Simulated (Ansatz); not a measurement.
## CF2 (SMILES F[C]F): methods side by side

CF2: 3 atoms, total charge 0, spin state singlet. SMILES: `F[C]F`. The coordinates come from a GFN2-xTB relaxation.

```xyz
3

F     0.3969    1.0328    0.3328
C     0.3268   -0.2722    0.1497
F    -0.7238   -0.7606   -0.4825
```

Each level gives the electronic atomisation energy (eV). The values are calculated. Electronic energies at fixed atoms, without zero-point motion or spin-orbit coupling.

```csv
level,kind,program,value (eV),less FCI/STO-3G
HF/STO-3G,Hartree–Fock,Ansatz,5.73,-2.76
SVWN5/STO-3G,LDA,Ansatz,14.74,+6.25
PBE/STO-3G,GGA,Ansatz,12.73,+4.24
B3LYP/STO-3G,global hybrid,Ansatz,11.31,+2.82
PBE0/STO-3G,global hybrid,Ansatz,11.26,+2.77
CAM-B3LYP/STO-3G,range-separated hybrid,Ansatz,11.36,+2.87
RPA@PBE/STO-3G,RPA,Ansatz,7.44,-1.05
BCCD(T)/STO-3G,coupled cluster or CI,Ansatz,8.46,-0.03
CCSDT(Q)/STO-3G,coupled cluster or CI,Ansatz,8.50,+0.01
FCI/STO-3G,exact in the basis,Ansatz,8.49,0.00
```

FCI/STO-3G is exact within its basis and frozen core, so for wave-function methods in that basis the difference is their error; functionals converge differently with the basis, so for them it is only a difference. The values span 5.73 to 14.74 eV. All rows use very small basis sets, so even the best lies far from the true value.

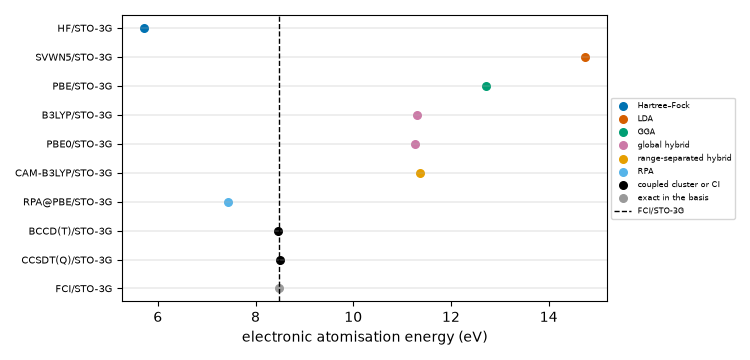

The values of the table, level by level.
